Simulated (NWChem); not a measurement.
# CH8AlB2N (SMILES BC[N](B)[AlH2]): levels of theory compared

Wanted: a comparison of 4 runs (HF/STO-3G, HF/3-21G, B3LYP/6-31G*) of CH8AlB2N. 

The calculation is run with NWChem 7.3.0.

## 1. The system as given

The species is CH8AlB2N (13 atoms), meant as a singlet with charge 0. As SMILES, `BC[N](B)[AlH2]`. The coordinates come from a PBE0-D4/def2-TZVP relaxation. This is one conformer, not always the lowest.

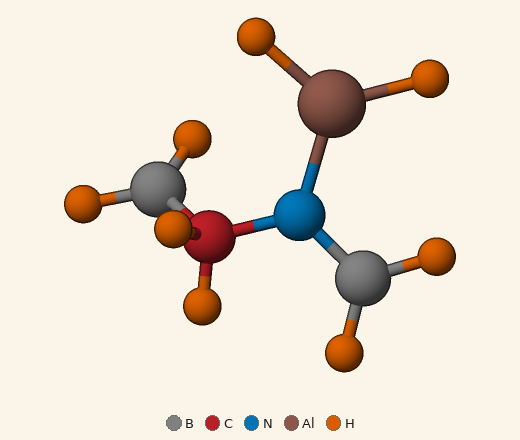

The structure, seen from a chosen angle (boron grey, carbon red, nitrogen blue, aluminium brown, hydrogen orange).

## 2. Energy and gradient at HF/STO-3G (run 1)

The input, mymol.nw:

```
start mymol
title "CH8AlB2N gradient"
memory 2200 mb
charge 0

geometry units angstroms noautosym nocenter noautoz
  B     -1.405900     0.234500     1.376100
  C      0.047800    -0.195100     1.052800
  N      0.459900    -0.199600    -0.348700
  B      1.079200    -1.311000    -0.926500
  Al     0.145700     1.250500    -1.389600
  H     -1.759000     0.286600     2.517800
  H     -2.190800     0.499000     0.507600
  H      0.184900    -1.199800     1.487500
  H      0.721400     0.429100     1.662800
  H      1.306200    -2.292800    -0.269800
  H      1.375800    -1.267200    -2.089700
  H      0.385200     1.177600    -2.945600
  H     -0.330100     2.553400    -0.619900
end

basis spherical bse
  * library STO-3G
end

scf
  thresh 1e-08
  maxiter 80
end

task scf gradient
```

Run with:

```sh
$ nwchem mymol.nw > mymol.out
```

Standard output:

```text
[...]
  functions       =    37
[...]
  wavefunction    = RHF
[...]
         Total SCF energy =   -383.609425033811
      One-electron energy =   -901.719564722614
      Two-electron energy =    331.260829953833
 Nuclear repulsion energy =    186.849309734970
        Time for solution =      2.8s
[...]
                         RHF ENERGY GRADIENTS
    atom               coordinates                        gradient
                 x          y          z           x          y          z
   1 B      -2.656766   0.443141   2.600452    0.038049  -0.009614  -0.006741
   2 C       0.090329  -0.368686   1.989504   -0.018652   0.012190  -0.025968
   3 N       0.869085  -0.377189  -0.658947   -0.011070  -0.001399   0.051597
   4 B       2.039392  -2.477431  -1.750831    0.001060   0.002406  -0.007253
   5 Al      0.275333   2.363102  -2.625963    0.004142  -0.023823   0.006708
   6 H      -3.324028   0.541595   4.757952   -0.005787   0.000506   0.021857
   7 H      -4.140012   0.942973   0.959225   -0.014797   0.004864  -0.018223
   8 H       0.349410  -2.267293   2.810967    0.002511  -0.006398   0.003781
   9 H       1.363248   0.810881   3.142236    0.002814   0.000377   0.004112
  10 H       2.468360  -4.332764  -0.509848    0.003758  -0.019571   0.016965
  11 H       2.599885  -2.394661  -3.948960    0.005097   0.002661  -0.024925
[...]
```

Wall time 4.2 s (1 thread of Intel Xeon 6975P-C (Granite Rapids), shared host); peak memory 0.096 GiB.

## 3. Energy and gradient at HF/3-21G (run 2)

The input, ch8alb2n.nw:

```
start ch8alb2n
memory 2200 mb

geometry units angstroms noautosym nocenter noautoz
  B    -1.405900    0.234500    1.376100
  C     0.047800   -0.195100    1.052800
  N     0.459900   -0.199600   -0.348700
  B     1.079200   -1.311000   -0.926500
  Al    0.145700    1.250500   -1.389600
  H    -1.759000    0.286600    2.517800
  H    -2.190800    0.499000    0.507600
  H     0.184900   -1.199800    1.487500
  H     0.721400    0.429100    1.662800
  H     1.306200   -2.292800   -0.269800
  H     1.375800   -1.267200   -2.089700
  H     0.385200    1.177600   -2.945600
  H    -0.330100    2.553400   -0.619900
end

basis spherical bse
  * library 3-21G
end

scf
  thresh 1e-08
  maxiter 80
end

task scf gradient
```

Run with:

```sh
$ nwchem ch8alb2n.nw > ch8alb2n.out
```

Standard output:

```text
[...]
  functions       =    65
[...]
  wavefunction    = RHF
[...]
         Total SCF energy =   -386.135621860543
      One-electron energy =   -901.593944200987
      Two-electron energy =    328.609012605474
 Nuclear repulsion energy =    186.849309734970
        Time for solution =      3.1s
[...]
                         RHF ENERGY GRADIENTS
    atom               coordinates                        gradient
                 x          y          z           x          y          z
   1 B      -2.656766   0.443141   2.600452    0.015294  -0.003491  -0.001124
   2 C       0.090329  -0.368686   1.989504   -0.011818   0.006335  -0.023125
   3 N       0.869085  -0.377189  -0.658947    0.003152  -0.009693   0.009622
   4 B       2.039392  -2.477431  -1.750831   -0.007092   0.013351   0.004687
   5 Al      0.275333   2.363102  -2.625963   -0.000117  -0.001853  -0.000459
   6 H      -3.324028   0.541595   4.757952   -0.000241  -0.000210   0.003442
   7 H      -4.140012   0.942973   0.959225   -0.001635   0.000917  -0.003744
   8 H       0.349410  -2.267293   2.810967    0.000494  -0.004433   0.003608
   9 H       1.363248   0.810881   3.142236    0.001694   0.002039   0.004260
  10 H       2.468360  -4.332764  -0.509848    0.000089  -0.002024   0.003479
  11 H       2.599885  -2.394661  -3.948960   -0.000416   0.002714  -0.003385
[...]
```

It took 4.8 s on 1 thread of Intel Xeon 6975P-C (Granite Rapids), shared host; peak memory 0.094 GiB.

Run 3 isn't shown in full; the table further down has it.

## 4. Energy and gradient at B3LYP/6-31G(d) (Cartesian functions) (run 4)

The input, ch8alb2n.xyz:

```xyz
13
CH8AlB2N
B     -1.405900     0.234500     1.376100
C      0.047800    -0.195100     1.052800
N      0.459900    -0.199600    -0.348700
B      1.079200    -1.311000    -0.926500
Al     0.145700     1.250500    -1.389600
H     -1.759000     0.286600     2.517800
H     -2.190800     0.499000     0.507600
H      0.184900    -1.199800     1.487500
H      0.721400     0.429100     1.662800
H      1.306200    -2.292800    -0.269800
H      1.375800    -1.267200    -2.089700
H      0.385200     1.177600    -2.945600
H     -0.330100     2.553400    -0.619900
```

The input, ch8alb2n.nw:

```
start ch8alb2n
title "CH8AlB2N"
memory 2200 mb

geometry units angstrom noautosym nocenter noautoz
   load format xyz ch8alb2n.xyz
end

basis
   * library 6-31G*
end

dft
   xc b3lyp
   mult 1
   grid fine
   convergence energy 1e-08
   iterations 100
   mulliken
   noprint "final vectors analysis"
end

task dft gradient
```

Run with:

```sh
$ nwchem ch8alb2n.nw > ch8alb2n.out
```

Standard output, shortened:

```text
[...]
          Wavefunction type:  closed shell.
          No. of atoms     :    13
          No. of electrons :    44
[...]
          Charge           :     0
          Spin multiplicity:     1
[...]
          AO basis - number of functions:    95
[...]
              XC Information
              --------------
                         B3LYP Method XC Potential
                     Hartree-Fock (Exact) Exchange  0.200
                        Slater Exchange Functional  0.800 local
                    Becke 1988 Exchange Functional  0.720 non-local
              Lee-Yang-Parr Correlation Functional  0.810
                  VWN I RPA Correlation Functional  0.190 local
[...]
 d= 0,ls=0.0,diis     1   -389.7580721663 -5.77D+02  1.04D-02  5.50D-01     2.8
[...]
 d= 0,ls=0.0,diis     8   -389.8238754778 -3.01D-09  4.38D-06  3.18D-07    17.8
         Total DFT energy =     -389.823875477844
      One electron energy =     -904.758418908252
           Coulomb energy =      370.246740642341
    Exchange-Corr. energy =      -42.161506946904
 Nuclear repulsion energy =      186.849309734970
[...]
      Total Density - Mulliken Population Analysis
     ---------------------------------------------
[...]
  wavefunction    = closed shell
                         DFT ENERGY GRADIENTS
    atom               coordinates                        gradient
                 x          y          z           x          y          z
   1 B      -2.656766   0.443141   2.600452    0.005328  -0.001170  -0.001286
   2 C       0.090329  -0.368686   1.989504   -0.000591   0.001362  -0.006290
   3 N       0.869085  -0.377189  -0.658947   -0.001030  -0.000167   0.001527
   4 B       2.039392  -2.477431  -1.750831   -0.003311   0.005538   0.003559
   5 Al      0.275333   2.363102  -2.625963    0.000934  -0.005400   0.003891
   6 H      -3.324028   0.541595   4.757952    0.000183  -0.000218   0.000087
   7 H      -4.140012   0.942973   0.959225    0.000327   0.000197  -0.000724
   8 H       0.349410  -2.267293   2.810967   -0.000283   0.001304  -0.000479
   9 H       1.363248   0.810881   3.142236   -0.001328  -0.001090  -0.000719
  10 H       2.468360  -4.332764  -0.509848   -0.000037  -0.000153   0.000459
  11 H       2.599885  -2.394661  -3.948960   -0.000116   0.000720  -0.000671
[...]
```

It took 25 s on 1 thread of Intel Xeon 6975P-C (Granite Rapids), shared host; peak memory 0.12 GiB.

## 5. All runs side by side

| run | level | iteration cap | module | energy (Eh) | dipole moment (D) | largest force (eV/Å) | wall time |
| --- | --- | --- | --- | --- | --- | --- | --- |
| 1 | HF/STO-3G | 80 | scf | -383.609425 | 1.67 | 2.715 | 4.2 s |
| 2 | HF/3-21G | 80 | scf | -386.135622 | 1.35 | 1.375 | 4.8 s |
| 3 | B3LYP/6-31G* (spherical functions) | 100 | dft | -389.819586 | – | 0.391 | 25 s |
| 4 | B3LYP/6-31G* (Cartesian functions) | 100 | dft | -389.823875 | 1.30 | 0.379 | 25 s |

## 6. Outcome

```
                       quantity          value
            run 4: total energy  -389.82388 Eh
           run 4: dipole moment         1.30 D
run 4: largest force on an atom     0.379 eV/Å
```

In words: Over runs 1, 2, 4 the dipole moment (its size) runs from 1.30 D (B3LYP/6-31G*) to 1.67 D (HF/STO-3G). The two ends differ in method and basis. In run 1 the basis is minimal, so the values are rough. All runs together took 59 s, the longest 25 s.
